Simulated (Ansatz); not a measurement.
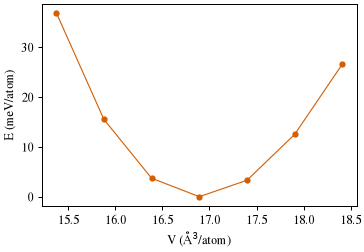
Figure: SiGe in space group R-3m (No. 166; Ge on 3a, Si on 3b) under volume change, r²SCAN in the plane-wave PAW code Ansatz, shape and atoms relaxed at each volume.

What does a third-order Birch–Murnaghan fit give for V₀, B₀ and B′?

V₀ = 16.89 Å³/atom, B₀ = 72.6 GPa, B′ = 4.5.

The start of the workflow was typed in or built on a structure type; neither database checked (COD, Materials Project) lists it. Its standing as an ambient phase is unchecked. The r²SCAN relaxation kept the symmetry of its start; its stability against distortions is not shown here. Its formation energy is positive at this level, so the cell may be metastable or incomplete.

Potentials: the earlier of the program's two PAW sets.
